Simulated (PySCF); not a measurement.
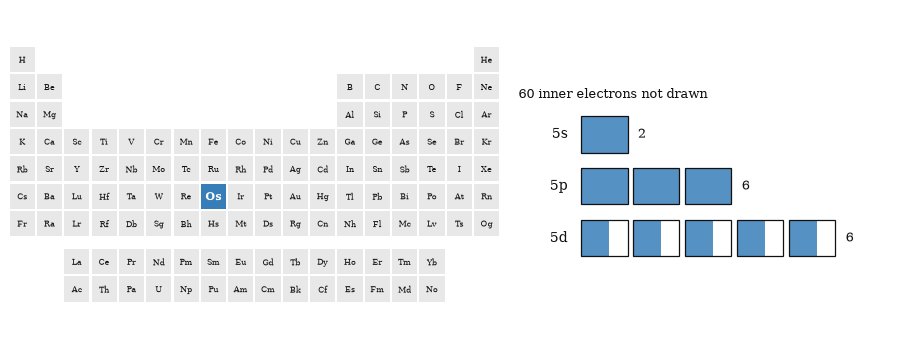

Figure 1. Left, the place of osmium in the periodic table; right, the outer shells of the nominal configuration: a box for each of the 2l + 1 orbitals, shaded by the share of the shell that is filled, with the electron count at the right.

## Atomic calculation for Os²⁺

System: Os²⁺, configuration 1s2 2s2 2p6 3s2 3p6 3d10 4s2 4p6 4d10 4f14 5s2 5p6 5d6, multiplicity 5.
Method: unrestricted LDA, jorge-DZP-DKH, spin-free X2C-1e, Gaussian nucleus (PySCF).

The input:
```python
from pyscf import gto, scf, dft, mp, cc
import basis_set_exchange as bse
mol = gto.M(atom="Os 0 0 0", charge=2, spin=4, symmetry="D2h",
            basis=gto.basis.parse(bse.get_basis("jorge-DZP-DKH", elements=["Os"], fmt="nwchem", header=False)),
            nucmod="G")
mf = dft.UKS(mol, xc="LDA,VWN").sfx2c1e()
mf.irrep_nelec = {'Ag': (11, 9), 'B1g': (3, 3), 'B2g': (3, 2), 'B3g': (3, 2), 'Au': (1, 1), 'B1u': (6, 6), 'B2u': (6, 6), 'B3u': (6, 6)}
mf.kernel()
```

The script is an equivalent of what the driver set up; the driver computed the properties (radii, ⟨L²⟩, response) afterwards. It also set what the script leaves out: max_cycle = 5, guess = sap. It held the occupations shell by shell, which the script's counts by irreducible representation don't always enforce.

Hardware: 1 thread of Arm Neoverse V1, 23 GiB of memory available, shared host.

The run was one of a batch that the task file lists, launched with:
```bash
OMP_NUM_THREADS=1 python <driver script> TASK.json OUT
```

Log (extracts):
```
damping factor = 0
level_shift factor = 0
DIIS = <class 'pyscf.scf.diis.CDIIS'>
diis_start_cycle = 1
diis_space = 10
diis_damp = 0
SCF conv_tol = 1e-09
SCF conv_tol_grad = None
number electrons alpha = 39  beta = 35
irrep_nelec {'Ag': (11, 9), 'B1g': (3, 3), 'B2g': (3, 2), 'B3g': (3, 2), 'Au': (1, 1), 'B1u': (6, 6), 'B2u': (6, 6), 'B3u': (6, 6)}
XC functionals = LDA,VWN
    P. A. M. Dirac.,  Math. Proc. Cambridge Philos. Soc. 26, 376 (1930)
    F. Bloch.,  Z. Phys. 57, 545 (1929)
    S. H. Vosko, L. Wilk, and M. Nusair.,  Can. J. Phys. 58, 1200 (1980)
alpha HOMO (B1g) = -1.81400198490904  LUMO (Ag) = -1.03970612862204

WARN: HOMO -1.81400198490904 >= LUMO -1.83506192230163

cycle= 1 E= -17153.9394630276  delta_E= -623  |g|= 4.81  |ddm|=   35
alpha HOMO (B1g) = -0.424739854690343  LUMO (Ag) = -0.443591207356686

WARN: HOMO -0.36946131290834 >= LUMO -0.506086358103254

cycle= 2 E= -17154.6469206409  delta_E= -0.707  |g|=  3.6  |ddm|= 5.65
alpha HOMO (B1g) = -0.955755996808225  LUMO (Ag) = -0.795224887978897
  HOMO = -0.898912661174  LUMO = -0.896420093559  gap/eV = 0.06783
cycle= 3 E= -17156.7779317343  delta_E= -2.13  |g|= 0.483  |ddm|= 2.78
alpha HOMO (B1g) = -0.818409386542274  LUMO (Ag) = -0.745392672206378

WARN: HOMO -0.757689612233207 >= LUMO -0.761598934746633

cycle= 4 E= -17156.836530802  delta_E= -0.0586  |g|= 0.052  |ddm|= 0.423
alpha HOMO (B1g) = -0.834490424812283  LUMO (Ag) = -0.751837774268019

WARN: HOMO -0.774044699994493 >= LUMO -0.777032283331668

cycle= 5 E= -17156.8373725072  delta_E= -0.000842  |g|= 0.00334  |ddm|= 0.0506
SCF not converged.
SCF energy = -17156.8373725072 after 5 cycles  <S^2> = 6.0004603  2S+1 = 5.0001841
```

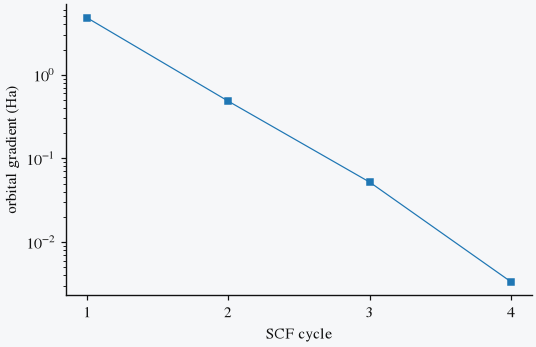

Figure 2. Convergence: orbital gradient against the SCF cycle. The residual is still falling at the last step (down to 3 × 10⁻³), so the run was stopped before it reached the threshold. It goes from 4.8 to 0.0033 in 4 steps.

Outcome:

```
      quantity                value
       outcome        not converged
  total energy  −17156.8374 hartree
          ⟨S²⟩                6.000
          ⟨L²⟩                 6.05
SCF iterations                    5
     wall time                1.1 s
```

Diagnosis:

This input holds a deliberate fault: too few SCF iterations. The run did not meet its convergence test in 5 iterations, so its last values are not results.
